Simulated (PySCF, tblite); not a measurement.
# C4H13NOSi: geometry, infrared bands and NMR shifts

Wanted: the infrared bands and NMR shifts of C4H13NOSi (`CO[SiH2]NC(C)C`), by calculation.

Programs: tblite 0.8.0 and PySCF 2.14.0, with density-fitted response routines of our own. Each step states its level of theory. These are calculated values for one molecule in the gas phase, unless marked as measured. Atoms are numbered from 0 throughout.

### Step 1. The molecule as given

20 atoms, charge 0, multiplicity 1; geometry from: force field or distance geometry start.

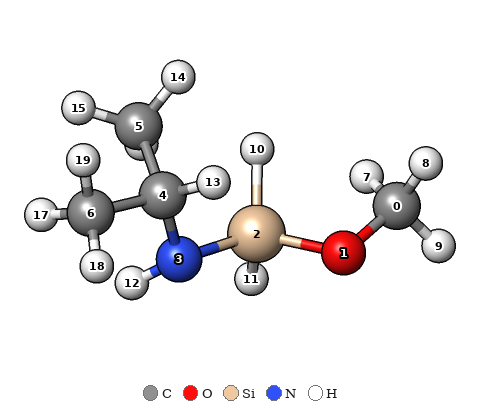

The starting geometry (carbon grey, oxygen red, silicon light orange, nitrogen blue, hydrogen white), atoms numbered.

### Step 2. Relaxing the molecule with GFN2-xTB

What the job is given:

```
{"job": {"kind": "relax", "xc": "GFN2-xTB", "basis": "xTB"}, "charge": 0, "multiplicity": 1}
C      3.275300    -0.375100     0.333600
O      2.176100    -1.161800    -0.088600
Si     1.171700    -0.085400    -0.934500
N     -0.492600    -0.695800    -1.035600
C     -1.227100    -0.301600     0.153500
C     -1.252400     1.224800     0.199500
C     -2.702500    -0.688600     0.019300
H      3.191300     0.650000    -0.102000
H      3.370700    -0.330300     1.428700
H      4.167800    -0.826800    -0.131500
H      1.242400     1.197300    -0.182500
H      1.729700     0.076900    -2.291000
H     -0.986300    -0.538000    -1.900600
H     -0.761700    -0.732600     1.050700
H     -0.805700     1.551500     1.168500
H     -2.280300     1.625400     0.127000
H     -0.690300     1.607100    -0.674900
H     -3.119500    -0.076500    -0.796000
H     -2.837500    -1.767400    -0.146700
H     -3.174100    -0.342400     0.980600
```

The run is started by

```sh
OMP_NUM_THREADS=1 python probes_run.py task.json out
```

The driver reads the jobs from task.json and runs them one after another.

What it wrote:

```text
step      E/eV     max force
  0    -651.31653    2.270
  1    -651.57357    1.352
  2    -651.70401    0.658
  3    -651.76797    0.621
  4    -651.84155    0.523
  5    -651.88086    0.489
  6    -651.94438    0.690
  7    -651.99291    0.627
  8    -652.03897    0.508
  9    -652.08024    0.446
 10    -652.12892    0.639
 11    -652.17953    0.728
 12    -652.23025    0.578
 13    -652.26858    0.362
 14    -652.29584    0.372
 15    -652.32286    0.381
 16    -652.34450    0.333
 17    -652.35742    0.345
 18    -652.36772    0.280
 19    -652.37946    0.252
 20    -652.39550    0.358
 21    -652.41403    0.326
 22    -652.42950    0.239
 23    -652.43969    0.217
 24    -652.44898    0.303
 25    -652.45746    0.309
 26    -652.46504    0.215
 27    -652.47070    0.153
 28    -652.47574    0.159
 29    -652.48031    0.177
 30    -652.48537    0.178
 31    -652.48944    0.192
 32    -652.49348    0.154
 33    -652.49774    0.175
 34    -652.50262    0.189
 35    -652.50822    0.180
 36    -652.51486    0.171
 37    -652.52275    0.206
 38    -652.53264    0.294
 39    -652.54441    0.329
 40    -652.55584    0.354
 41    -652.55716    0.514
 42    -652.57512    0.226
 43    -652.58310    0.181
 44    -652.59683    0.193
 45    -652.60192    0.251
 46    -652.60838    0.152
 47    -652.61112    0.116
 48    -652.61262    0.093
 49    -652.61386    0.083
 50    -652.61549    0.090
 51    -652.61700    0.090
 52    -652.61821    0.092
 53    -652.61991    0.109
 54    -652.62225    0.102
 55    -652.62532    0.119
 56    -652.62821    0.104
 57    -652.63048    0.118
 58    -652.63173    0.159
 59    -652.63372    0.111
 60    -652.63522    0.088
 61    -652.63752    0.074
 62    -652.63864    0.077
 63    -652.64029    0.080
 64    -652.64172    0.079
 65    -652.64329    0.086
 66    -652.64492    0.095
 67    -652.64624    0.103
 68    -652.64787    0.132
 69    -652.64918    0.090
 70    -652.65077    0.064
 71    -652.65147    0.068
 72    -652.65324    0.084
 73    -652.65473    0.098
 74    -652.65665    0.088
 75    -652.65808    0.071
 76    -652.65910    0.069
 77    -652.65989    0.057
 78    -652.66053    0.047
 79    -652.66098    0.055
 80    -652.66131    0.058
 81    -652.66164    0.061
 82    -652.66204    0.067
 83    -652.66254    0.065
 84    -652.66306    0.056
 85    -652.66342    0.046
 86    -652.66363    0.036
 87    -652.66381    0.036
 88    -652.66398    0.037
 89    -652.66413    0.029
 90    -652.66427    0.035
 91    -652.66442    0.029
 92    -652.66461    0.041
 93    -652.66484    0.040
 94    -652.66505    0.030
 95    -652.66521    0.031
 96    -652.66537    0.035
 97    -652.66561    0.052
 98    -652.66596    0.056
 99    -652.66634    0.048
100    -652.66660    0.031
101    -652.66676    0.034
102    -652.66690    0.030
103    -652.66707    0.027
104    -652.66725    0.023
105    -652.66737    0.018
106    -652.66744    0.020
107    -652.66749    0.016
108    -652.66755    0.017
109    -652.66760    0.015
110    -652.66764    0.013
111    -652.66766    0.012
112    -652.66769    0.010
113    -652.66772    0.013
114    -652.66775    0.012
115    -652.66777    0.009
```

Run time: 0.82 s. Hardware: 1 thread of Arm Neoverse V1, shared host; peak memory 0.18 GiB.

Relaxation path: (not every step is listed)

```
step  energy from step 0 (eV)  largest force (eV/Å)
   0                   0.0000                2.2697
   1                  -0.2570                1.3516
   2                  -0.3875                0.6576
   3                  -0.4514                0.6208
   4                  -0.5250                0.5228
   5                  -0.5643                0.4892
   6                  -0.6279                0.6902
   7                  -0.6764                0.6267
   8                  -0.7224                0.5083
  18                  -1.0512                0.2800
  28                  -1.1592                0.1586
  38                  -1.2161                0.2944
  48                  -1.2961                0.0927
  58                  -1.3152                0.1588
  68                  -1.3313                0.1316
  78                  -1.3440                0.0466
  88                  -1.3475                0.0366
  98                  -1.3494                0.0563
 108                  -1.3510                0.0169
 110                  -1.3511                0.0134
 111                  -1.3511                0.0122
 112                  -1.3512                0.0103
 113                  -1.3512                0.0127
 114                  -1.3512                0.0121
 115                  -1.3512                0.0094
```

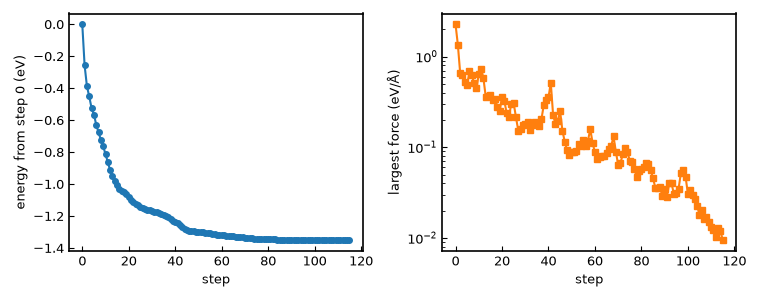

Energy and largest force along the relaxation.

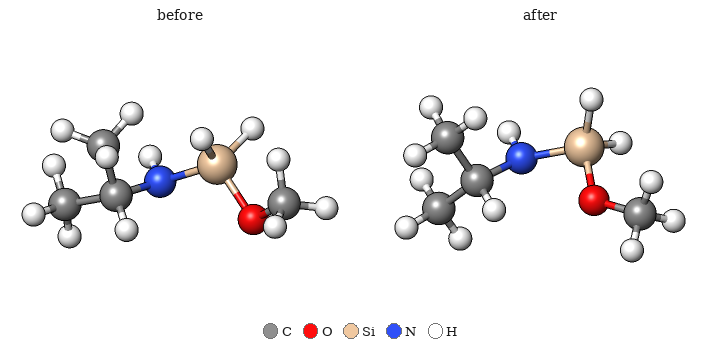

The geometry before (left) and after (right).

Close pairs (by a distance rule), those that changed most:

```
  bond  before (Å)  after (Å)  change (Å)
O1–Si2       1.698      1.624      -0.074
Si2–N3       1.776      1.710      -0.066
C6–H19       1.125      1.087      -0.038
C5–H14       1.116      1.087      -0.029
 C0–O1       1.416      1.390      -0.026
 C0–H7       1.117      1.093      -0.024
C5–H16       1.108      1.089      -0.019
C5–H15       1.106      1.087      -0.018
```

The end geometry stands in the next job.

### Step 3. Harmonic vibrations with GFN2-xTB

What the job is given:

```
{"job": {"kind": "ir", "xc": "GFN2-xTB", "basis": "xTB"}, "charge": 0, "multiplicity": 1}
C      3.158028    -0.642865     0.557426
O      1.834798    -0.534244     0.144817
Si     1.289182     0.137037    -1.229214
N     -0.393061    -0.145601    -1.113842
C     -1.184109    -0.002793     0.090419
C     -1.610810     1.448136     0.324562
C     -2.403080    -0.919799     0.008644
H      3.652257     0.332335     0.570873
H      3.167481    -1.060630     1.565546
H      3.720568    -1.303784    -0.107547
H      1.740914     1.541418    -1.277034
H      1.753490    -0.560418    -2.430107
H     -0.935873     0.068129    -1.936316
H     -0.545821    -0.325240     0.917066
H     -0.732538     2.085692     0.387878
H     -2.176362     1.535731     1.248934
H     -2.232686     1.795430    -0.499208
H     -3.046247    -0.616146    -0.815784
H     -2.084308    -1.944750    -0.160424
H     -2.976969    -0.876960     0.930883
```

What it wrote:

```text
mode    cm-1     km/mol
  1      36.9      0.00
  2      58.9      1.63
  3      76.7      0.61
  4      98.9      3.20
  5     118.4      0.36
  6     195.6      0.01
  7     210.6      1.59
  8     228.7      2.25
  9     311.5      5.22
 10     341.5      6.73
 11     394.1      4.00
 12     458.6      7.55
 13     540.0     84.05
 14     559.9    126.00
 15     597.0     48.65
 16     735.9    155.75
 17     767.8     85.10
 18     836.9    220.84
 19     848.6    163.08
 20     922.7     34.62
 21     941.6      5.65
 22     968.3      0.63
 23    1046.0     42.28
 24    1135.0     21.71
 25    1137.4      6.43
 26    1143.9     34.79
 27    1145.7     53.03
 28    1166.6    200.69
 29    1191.1    123.19
 30    1270.1      5.17
 31    1311.8      7.55
 32    1391.6     94.72
 33    1394.4     12.75
 34    1407.1      4.52
 35    1423.4      0.88
 36    1486.8      3.10
 37    1487.8      1.62
 38    1493.3      0.19
 39    1494.3      1.76
 40    1496.2      2.21
 41    1504.1      2.71
 42    2126.3    400.88
 43    2241.8    273.33
 44    2936.3     47.28
 45    2951.6     56.12
 46    2961.7     22.25
 47    2982.9     32.97
 48    3015.6      2.22
 49    3021.8     88.54
 50    3032.9      3.87
 51    3039.2     60.92
 52    3040.8     45.51
 53    3048.4     26.83
 54    3455.4      8.44
```

Run time: 0.69 s. Hardware: 1 thread of Arm Neoverse V1, shared host; peak memory 0.18 GiB.

Which atoms move in the most intense modes:

```
cm⁻¹  km/mol                                  atoms
 560   126.0           H11 40 %, H10 36 %, Si2 14 %
 736   155.8  H10 24 %, Si2 16 %, H11 14 %, N3 13 %
 837   220.8                     H10 49 %, H11 41 %
 849   163.1            Si2 21 %, N3 16 %, H11 11 %
1167   200.7              O1 44 %, C0 27 %, H8 15 %
1191   123.2             C4 31 %, N3 25 %, H13 19 %
2126   400.9                               H10 92 %
2242   273.3                               H11 92 %
```

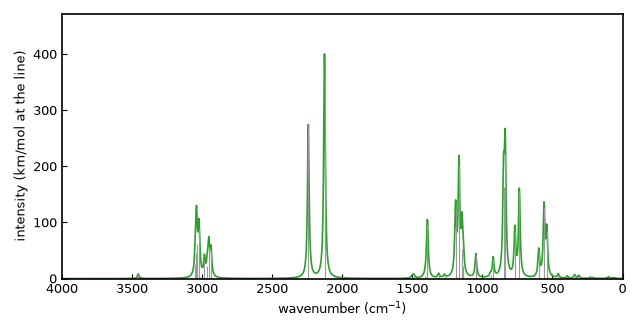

The infrared spectrum from these modes, unscaled. Lines are broadened to a width of 14 cm⁻¹ (Lorentzian).

### Step 4. Shielding tensors: PBE0/pcSseg-1

Same as in step 3 but for these lines:

```diff
@@ -1,2 +1,2 @@
-{"job": {"kind": "ir", "xc": "GFN2-xTB", "basis": "xTB"}, "charge": 0, "multiplicity": 1}
+{"job": {"kind": "nmr", "xc": "PBE0", "basis": "pcSseg-1"}, "charge": 0, "multiplicity": 1}
 C      3.158028    -0.642865     0.557426
```

Method: GIAO PBE0/pcSseg-1 NMR shielding, non-relativistic, gas phase.

What it wrote:

```text
coarse grid: 16176 points
cycle   1  E = -579.0866104842  dE =  6.649e-01  |g| = 7.681e-01  |ddm| = 3.753e+00
cycle   2  E = -578.9466984186  dE =  1.399e-01  |g| = 1.148e+00  |ddm| = 1.687e+00
cycle   3  E = -579.2027767199  dE = -2.561e-01  |g| = 1.066e-01  |ddm| = 1.144e+00
cycle   4  E = -579.2046956086  dE = -1.919e-03  |g| = 4.020e-02  |ddm| = 9.554e-02
cycle   5  E = -579.2050412515  dE = -3.456e-04  |g| = 8.799e-03  |ddm| = 3.633e-02
cycle   6  E = -579.2050547940  dE = -1.354e-05  |g| = 3.774e-03  |ddm| = 1.053e-02
cycle   7  E = -579.2050577498  dE = -2.956e-06  |g| = 4.077e-04  |ddm| = 3.108e-03
final grid: 148800 points
cycle   8  E = -579.2549839101  dE = -3.699e-05  |g| = 1.096e-02  |ddm| = 2.753e-02
cycle   9  E = -579.2549663780  dE =  1.753e-05  |g| = 1.457e-02  |ddm| = 1.816e-02
cycle  10  E = -579.2550091494  dE = -4.277e-05  |g| = 1.427e-03  |ddm| = 1.075e-02
cycle  11  E = -579.2550095634  dE = -4.140e-07  |g| = 1.817e-04  |ddm| = 1.253e-03
cycle  12  E = -579.2550095696  dE = -6.194e-09  |g| = 6.660e-05  |ddm| = 2.294e-04
cycle  13  E = -579.2550095705  dE = -9.213e-10  |g| = 1.827e-05  |ddm| = 7.043e-05
converged SCF energy = -579.2550095705

GIAO shielding tensors (ppm)
atom      isotropic    diamagn.    paramagn.     s11        s22        s33       span
  0 C      135.056     238.453    -103.397    107.498    111.883    185.787     78.289
  1 O      337.833     403.298     -65.466    296.820    344.273    372.405     75.585
  2 Si     382.015     883.008    -500.993    348.501    358.777    438.768     90.267
  3 N      210.443     324.399    -113.956    169.949    215.066    246.313     76.364
  4 C      143.420     241.874     -98.454    121.266    146.962    162.032     40.766
  5 C      158.707     249.199     -90.493    141.008    149.397    185.714     44.706
  6 C      157.728     247.088     -89.360    138.277    147.946    186.961     48.684
  7 H       27.938      27.488       0.450     23.618     25.678     34.519     10.900
  8 H       27.684      27.933      -0.249     23.252     25.583     34.218     10.966
  9 H       27.925      26.595       1.330     23.566     25.442     34.769     11.203
 10 H       26.369      31.427      -5.058     23.073     24.891     31.145      8.072
 11 H       26.862      30.819      -3.957     23.370     24.733     32.484      9.114
 12 H       32.448      35.374      -2.926     25.117     31.485     40.744     15.627
 13 H       28.397      33.553      -5.156     23.796     29.054     32.342      8.546
 14 H       30.330      32.119      -1.789     25.935     29.482     35.574      9.640
 15 H       30.679      30.813      -0.134     26.526     27.898     37.614     11.088
 16 H       31.140      31.486      -0.345     28.614     29.070     35.738      7.124
 17 H       30.979      30.600       0.379     28.122     29.181     35.635      7.513
 18 H       30.277      30.308      -0.031     26.186     28.292     36.351     10.165
 19 H       30.579      29.748       0.831     26.379     27.931     37.427     11.048
```

Run time: 30 s. Hardware: 1 thread of Arm Neoverse V1, shared host; peak memory 0.85 GiB.

The references, computed at this level on geometries of the same kind, shield at (ppm): ¹H TMS 31.72, ¹³C TMS 186.9, ²⁹Si TMS 349.2, ¹⁵N NH3 267.7, ¹⁷O H2O 336.1. Their shielding less the atom's gives the shift. The references are single molecules in the gas phase, so shifts against H2O, NH3, PH3, H3PO4 or CFCl3 are not on the usual liquid scales and can be off by tens of ppm. Atoms listed in one row are averaged.

```
                       atoms                              environment  σ (ppm)  δ (ppm)  δ scaled to CDCl3
                          C0                methyl carbon bonded to O    135.1     51.9               48.7
                          C4                       sp3 CH bonded to N    143.4     43.5               40.5
                      C5, C6                            methyl carbon    158.2     28.7               26.1
                    H10, H11     hydrogen on a silicon bonded to N, O    26.62     5.10                  –
                  H7, H8, H9  hydrogen on a methyl carbon bonded to O    27.85     3.87               3.75
                         H13        hydrogen on an sp3 CH bonded to N    28.40     3.32               3.24
H14, H15, H16, H17, H18, H19              hydrogen on a methyl carbon    30.66     1.05               1.10
                         H12   hydrogen on a nitrogen bonded to C, Si    32.45    -0.73                  –
                          O1                   oxygen bonded to C, Si    337.8     -1.8                  –
                         Si2              silicon bonded to N, O, 2 H    382.0    -32.9                  –
                          N3              nitrogen bonded to C, Si, H    210.4     57.3                  –
```

The scaled column applies a straight-line fit of computed shieldings to shifts measured in CDCl3 (root-mean-square error 0.16 ppm for H, 1.9 ppm for C).

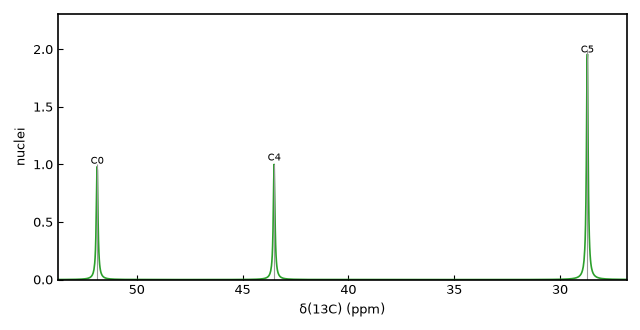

¹³C lines at the computed shifts, without couplings. Lines are broadened to a width of 0.09 ppm (Lorentzian).

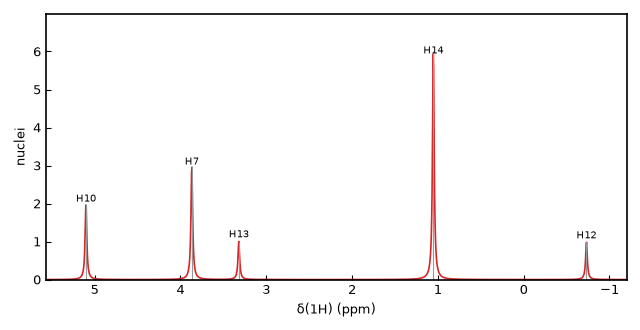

¹H lines at the computed shifts, without couplings. Lines are broadened to a width of 0.02 ppm (Lorentzian).

The run also stored atomic charges by several schemes (e):

```
 atoms  Mulliken    IAO  Hirshfeld  ESP fit
    C0      0.00  -0.19      -0.03    -0.27
    O1     -0.64  -0.64      -0.22    -0.28
   Si2      0.90   1.12       0.41     0.78
    N3     -0.63  -0.69      -0.24    -0.97
    C4     -0.15   0.02       0.03     0.72
C5, C6     -0.21  -0.43      -0.12    -0.58
```

Hirshfeld charges:

C0 -0.03; O1 -0.22; Si2 0.41; N3 -0.24; C4 0.03; C5 -0.13; C6 -0.12; H7 0.04; H8 0.05; H9 0.04; H10 -0.10; H11 -0.09; H12 0.11; H13 0.04; H14 0.04; H15 0.04; H16 0.03; H17 0.04; H18 0.04; H19 0.04

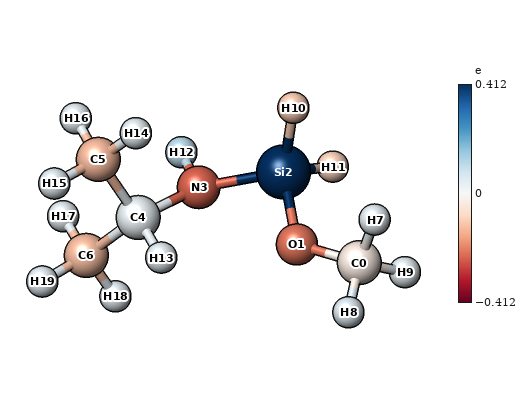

Hirshfeld charges, as colours on the atoms.

Mayer bond orders: C0–O1 0.91, O1–Si2 0.95, Si2–N3 1.04, N3–C4 0.91, C4–C5 1.02, C4–C6 1.03.

### Step 5. What came out

| quantity | value |
| --- | --- |
| strongest single infrared mode (GFN2-xTB) | 2126 cm⁻¹, 401 km/mol |
| zero-point energy (GFN2-xTB) | 104.7 kcal/mol |
| ¹³C shifts against TMS (PBE0/pcSseg-1, means over atoms taken as alike) | 51.9, 43.5, 28.7 ppm |
| ¹H shifts against TMS (PBE0/pcSseg-1, means over atoms taken as alike) | 5.10, 3.87, 3.32, 1.05, -0.73 ppm |
| ¹⁷O shifts against H2O (PBE0/pcSseg-1) | -1.8 ppm |
| ²⁹Si shifts against TMS (PBE0/pcSseg-1) | -32.9 ppm |
| ¹⁵N shifts against NH3 (PBE0/pcSseg-1) | 57.3 ppm |

In words: Over 115 steps the energy fell by 1.351 eV; of the close pairs, O1–Si2 changed most, 1.698 to 1.624 Å. All 54 modes are real, so the xTB geometry is a minimum. The strongest single mode, at 2126 cm⁻¹, moves mainly H10. Unscaled tight-binding wavenumbers are off by several per cent, some by more. Its intensities can rank the bands wrongly. C0 (methyl carbon bonded to O) lies farthest downfield among carbon, at 51.9 ppm; pulled downfield by the heteroatom. At PBE0/pcSseg-1: The widest tensor belongs to Si2: span 90 ppm, with a paramagnetic part of -501 ppm.
